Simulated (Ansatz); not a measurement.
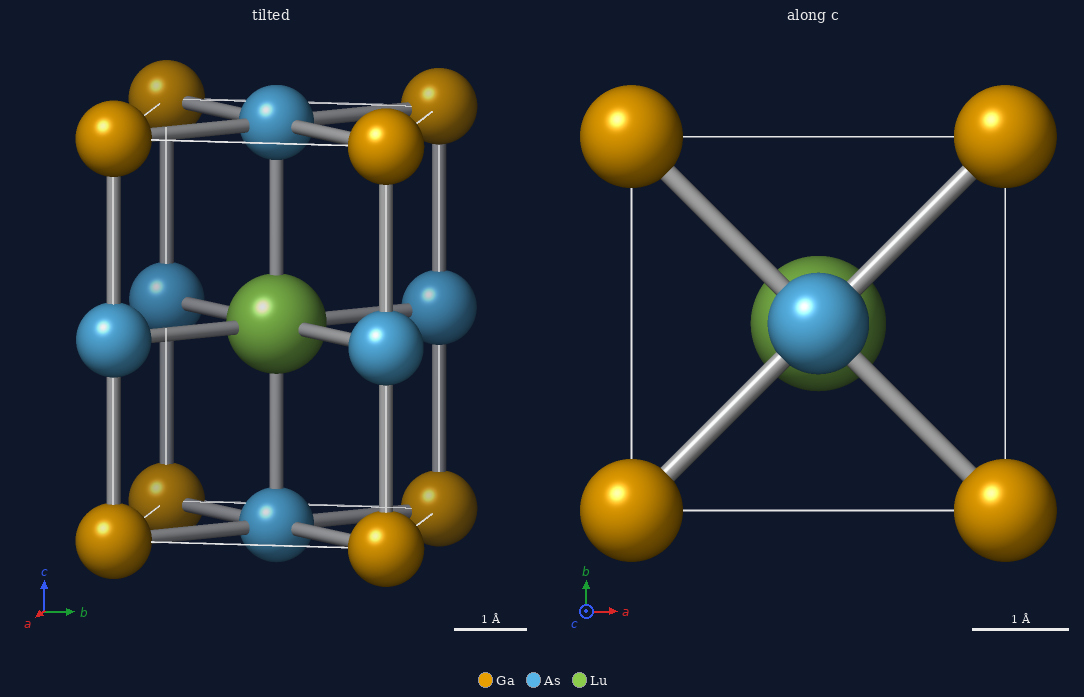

We look at a ball-and-stick model of the crystal slightly off an axis and along the c axis. The lines enclose the conventional unit cell; boundary atoms appear with their images.

LuGaAs$_{2}$, space group P4/mmm (No. 123), a = 3.898 Å, b = 3.898 Å, c = 5.712 Å, α = 90.00°, β = 90.00°, γ = 90.00°. Its origin is a structure type filled with these elements by a generator (whether the compound takes this form wasn't checked). Earlier steps of the study may have refined or changed the cell and positions. Ansatz was used for an electronic-structure calculation on it.

This one geometry was computed with Ansatz (DFT, plane waves, PAW) at three levels of theory: PBE, r2SCAN and PBE with spin-orbit coupling. It was relaxed beforehand with r2SCAN.

### Which level gives the highest pressure at this volume, and what does that say about its equilibrium volume?

Highest: PBE (1.7 GPa) and PBE with spin-orbit coupling (1.6 GPa), which points to the largest equilibrium volume. Lowest, with the smallest volume: r2SCAN (0.0 GPa). Levels within 0.5 GPa of each other can't be told apart.

### How does the band gap change with the level of theory?

All levels give a metal.

### Collect the results in a table.

| level | cutoff (eV) | k-mesh of the run's cell | gap (eV) | pressure (GPa) |
| --- | --- | --- | --- | --- |
| PBE | 420 | 6×6×4 | metal | 1.7 |
| r2SCAN | 500 | 6×6×4 | metal | 0.0 |
| PBE with spin-orbit coupling | 420 | 6×6×4 | metal | 1.6 |

Gaps are taken on the k-mesh or band path of each run.
